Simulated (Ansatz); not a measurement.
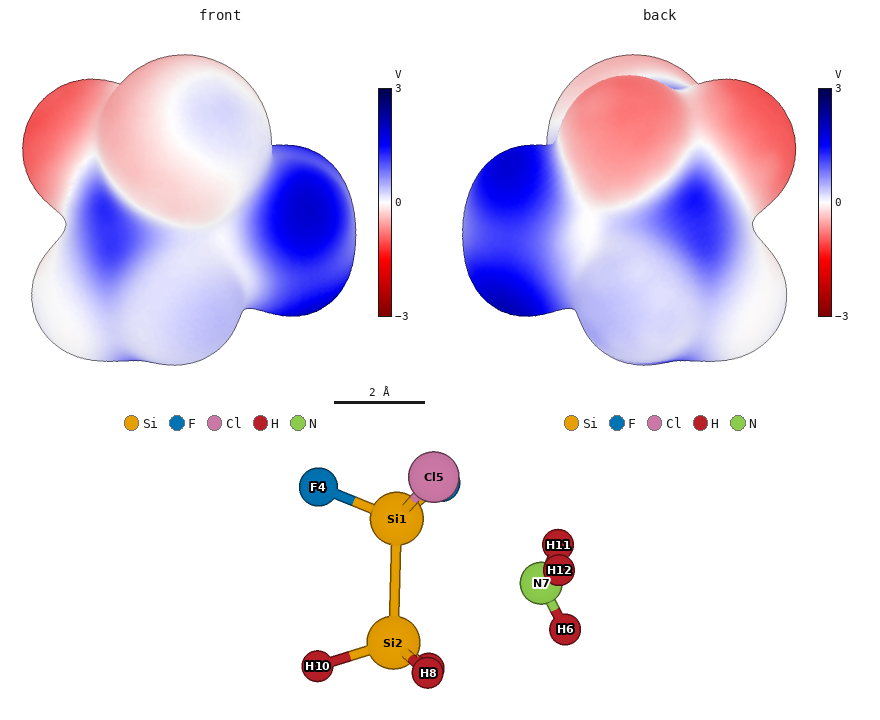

Figure. ClF₂H₃Si₂···NH₃. The electrostatic potential painted on the density surface at 0.002 e/bohr³, seen from the front and from behind; red is negative and blue positive. The bare structure is drawn below in the same view.

The reactant side of a reaction path; geometry: PBE0-D4/def2-TZVP.

Computed with Ansatz, RKS PBE0-D4/def2-TZVPP.

```csv
atom,x (Å),y (Å),z (Å)
Si,-1.4102,-0.1615,-0.4223
Si,0.0425,-1.1215,1.1166
F,-0.9337,-0.2674,-1.9366
F,-2.8088,-0.9223,-0.4048
Cl,-1.8679,1.8003,-0.0555
H,2.2598,0.7491,-0.3050
N,1.3116,1.0032,-0.5541
H,0.5474,-0.0883,2.0518
H,1.1565,-1.7993,0.4088
H,-0.6996,-2.1461,1.9053
H,1.2494,1.0014,-1.5654
H,1.1529,1.9525,-0.2391
```

Question: Which sites attract a positive test charge, and which a negative one?

Answer: A positive charge is drawn to the negative regions and a negative charge to the positive ones. The most negative region (about −1.0 V) lies over F4, the most positive (about +2.0 V) over H6.
